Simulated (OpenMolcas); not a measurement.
# CH5BClN (SMILES CNBCl): levels of theory compared

Aim: a comparison of 6 runs (HF/STO-3G, HF/def2-SVP, BLYP/def2-SVP, PBE0/def2-SVP, SVWN5/def2-SVP, r2SCAN/def2-SVP) of CH5BClN. 

Program for the calculation: OpenMolcas 26.06.

1 further run of the same task is left out (set aside as unsound or not needed).

## Step 1: The system as given

CH5BClN: 9 atoms, total charge 0, spin state singlet. SMILES: `CNBCl`. One bond was lengthened or shortened from a relaxed shape.

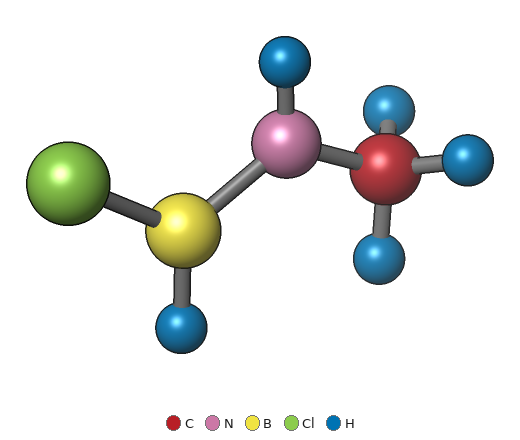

The structure, seen from a chosen angle (carbon red, nitrogen pink, boron yellow, chlorine green, hydrogen blue).

## Step 2: A single-point energy at HF/STO-3G (run 1)

calc.input

```
&gateway
 baslib=$CurrDir
 coord
 9
 angstrom
 C        0.488085       0.510473      -1.177338
 N       -0.429915      -0.197627      -0.315638
 B       -0.261100      -0.415200       1.248200
 Cl      -1.495300      -1.314500       2.144800
 H        0.884985      -0.142027      -1.960438
 H        0.005885       1.367273      -1.656738
 H        1.324685       0.878273      -0.583938
 H       -1.242515      -0.577127      -0.777838
 H        0.681600       0.014200       1.838200
 basis=STO-3G
 group=NoSym

&seward

&scf
 thresholds=1e-10 1e-07 1e-07 1e-05
 prorbitals=1
```

The basis set STO-3G is read from a file made from the Basis Set Exchange's data (not shown).

Launch:

```sh
$ export MOLCAS_MEM=1860
$ pymolcas calc.input > calc.log
```

Output:

```text
--- Start Module: gateway ---
[...]
--- Stop Module: gateway /rc=_RC_ALL_IS_WELL_ ---
--- Start Module: seward ---
[...]
      Basis functions           29
--- Stop Module: seward /rc=_RC_ALL_IS_WELL_ ---
--- Start Module: scf ---
[...]
       Convergence after  11 Iterations
[...]
::    Total SCF energy                               -573.0674121666
[...]
      Total spin, S                                     0.0000000000
[...]
      Total electronic charge=   40.000000
      Total            charge=   -0.000000
[...]
      Dipole Moment (debye):
      Origin of the operator (angstrom)=   -0.6967   -0.5924    0.8703
                   X=  1.1079E+00               Y=  1.0511E+00               Z= -2.0120E+00           Total=  2.5259E+00
      Quadrupole Moment (debye*angstrom):
[...]
--- Stop Module: scf /rc=_RC_ALL_IS_WELL_ ---
[...]
```

It took 1 s on 1 thread of Intel Xeon 6975P-C (Granite Rapids), shared host; peak memory 0.37 GiB.

## Step 3: The energy at HF/def2-SVP (run 2)

mol.input

```
&GATEWAY
  BASLIB = $CurrDir
  COORD
  9
  angstrom
  C        0.488085       0.510473      -1.177338
  N       -0.429915      -0.197627      -0.315638
  B       -0.261100      -0.415200       1.248200
  Cl      -1.495300      -1.314500       2.144800
  H        0.884985      -0.142027      -1.960438
  H        0.005885       1.367273      -1.656738
  H        1.324685       0.878273      -0.583938
  H       -1.242515      -0.577127      -0.777838
  H        0.681600       0.014200       1.838200
  BASIS = def2-SVP
  GROUP = NoSym

&SEWARD

&SCF
  THRESHOLDS = 1e-10 1e-07 1e-07 1e-05
  PRORBITALS = 1 1
```

The basis set def2-SVP is read from a file made from the Basis Set Exchange's data (not shown).

Launch:

```sh
$ export MOLCAS_MEM=1860
$ pymolcas mol.input > mol.log
```

Output:

```text
--- Start Module: gateway ---
[...]
--- Stop Module: gateway /rc=_RC_ALL_IS_WELL_ ---
--- Start Module: seward ---
[...]
      Basis functions           85
--- Stop Module: seward /rc=_RC_ALL_IS_WELL_ ---
[...]
--- Start Module: scf ---
[...]
       Convergence after  13 Iterations
[...]
::    Total SCF energy                               -579.2394337458
[...]
      Total spin, S                                     0.0000000000
[...]
      Total electronic charge=   40.000000
      Total            charge=   -0.000000
[...]
      Dipole Moment (debye):
      Origin of the operator (angstrom)=   -0.6967   -0.5924    0.8703
                   X=  6.5921E-01               Y=  7.0761E-01               Z= -1.6040E+00           Total=  1.8730E+00
      Quadrupole Moment (debye*angstrom):
[...]
--- Stop Module: scf /rc=_RC_ALL_IS_WELL_ ---
[...]
```

Run time: 4.2 s. Hardware: 1 thread of Intel Xeon 6975P-C (Granite Rapids), shared host; peak memory 0.47 GiB.

Runs 3 to 5 aren't shown in full; the table further down has their settings and results.

## Step 4: A single-point energy at r2SCAN/def2-SVP (run 6)

run.input

```
* CH5BClN Kohn-Sham DFT
>>> EXPORT MOLCAS_PRINT=2

&GATEWAY
 BasLib=$CurrDir
 Coord
 9
 bohr
 C      0.92234698     0.96465416    -2.22484638
 N     -0.81242161    -0.37346090    -0.59646937
 B     -0.49340749    -0.78461429     2.35875615
 Cl    -2.82570747    -2.48404499     4.05308459
 H      1.67237927    -0.26839213    -3.70469090
 H      0.01112104     2.58377151    -3.13078108
 H      2.50329185     1.65969543    -1.10348289
 H     -2.34801306    -1.09061197    -1.46990079
 H      1.28803733     0.02683411     3.47369456
 Basis=def2-SVP
 Group=NoSym

&SEWARD
 GridInput
 Grid=UltraFine
 End of Grid

&SCF
 KSDFT=2
 1.0 MGGA_X_R2SCAN
 1.0 MGGA_C_R2SCAN
 Thresholds=1e-10 1e-07 1e-07 1e-05
 PrOrbitals=1 2
```

The basis set def2-SVP is read from a file made from the Basis Set Exchange's data (not shown).

Launch:

```sh
$ export MOLCAS_MEM=1860
$ pymolcas run.input > run.log
```

Output:

```text
--- Start Module: gateway ---
[...]
--- Stop Module: gateway /rc=_RC_ALL_IS_WELL_ ---
--- Start Module: seward ---
[...]
      Basis functions           85
--- Stop Module: seward /rc=_RC_ALL_IS_WELL_ ---
[...]
--- Start Module: scf ---
[...]
       Convergence after  15 Iterations
[...]
::    Total KS-DFT energy                            -580.6365870390
[...]
      Total spin, S                                     0.0000000000
[...]
      Total electronic charge=   40.000000
      Total            charge=   -0.000000
[...]
      Dipole Moment (debye):
      Origin of the operator (angstrom)=   -0.6967   -0.5924    0.8703
                   X=  4.3926E-01               Y=  6.6292E-01               Z= -2.0169E+00           Total=  2.1680E+00
      Quadrupole Moment (debye*angstrom):
[...]
--- Stop Module: scf /rc=_RC_ALL_IS_WELL_ ---
[...]
```

Run time: 25 s. Hardware: 1 thread of Intel Xeon 6975P-C (Granite Rapids), shared host; peak memory 0.47 GiB.

## Step 5: All runs side by side

```csv
run,level,integration grid,energy (Eh),dipole moment (D),HOMO energy (eV),LUMO energy (eV),wall time
1,HF/STO-3G,–,-573.067412,2.53,-8.62,6.91,1 s
2,HF/def2-SVP,–,-579.239434,1.87,-10.28,3.44,4.2 s
3,BLYP/def2-SVP,UltraFine,-580.672928,2.04,-5.58,-0.93,18 s
4,PBE0/def2-SVP,UltraFine,-580.441893,2.10,-7.09,-0.22,16 s
5,SVWN5/def2-SVP,UltraFine,-578.135537,2.20,-5.88,-1.32,12 s
6,r2SCAN/def2-SVP,UltraFine,-580.636587,2.17,-6.05,-0.87,25 s
```

## Step 6: What came out

| quantity | value |
| --- | --- |
| run 6: total energy | -580.63659 Eh |
| run 6: dipole moment | 2.17 D |
| run 6: HOMO energy | -6.05 eV |
| run 6: LUMO energy | -0.87 eV |
| run 6: HOMO–LUMO gap | 5.18 eV |

**Reading.** The dipole moment (its size) runs from 1.87 D (HF/def2-SVP) to 2.53 D (HF/STO-3G). The HOMO–LUMO gap runs from 4.56 eV (SVWN5/def2-SVP) to 15.53 eV (HF/STO-3G). The two ends differ in method and basis. Totals of different functionals can't be ranked against each other. In run 1 the basis is minimal, so the values are rough. All runs together took 76 s, the longest 25 s.
